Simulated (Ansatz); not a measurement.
```yaml
crystal:
  periodic: [false, false, false]
  atoms:
    - {symbol: F, position_ang: [1.274383, 0.625472, -0.411721]}
    - {symbol: Si, position_ang: [0.064669, -0.220786, -0.322943]}
    - {symbol: F, position_ang: [-1.147342, 0.722122, -0.257199]}
    - {symbol: H, position_ang: [0.128181, -0.966837, 0.969214]}
basis:
  gaussian: {orbitals: def2-TZVPP}
magnetization: {spin_polarized: true, initial_magnetization: 1}
correlation: {method: ccsd_t}
scf: {omitted_lower_state_checks: [cluster_reference]}
```

Geometry: moved along internal coordinates away from the minimum.

Work out the structure from the coordinates.

It has 4 atoms: 2 fluorine, 1 hydrogen and 1 silicon (F2HSi). Its SMILES string is `F[SiH]F`. Among its groups: Si–H bond. It is an open-shell species. Coordination: 1 Si trigonal pyramidal.

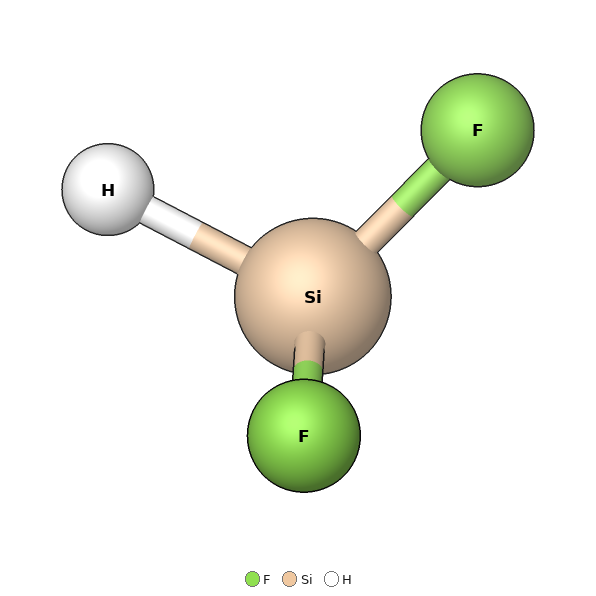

Source: calculation with Ansatz.
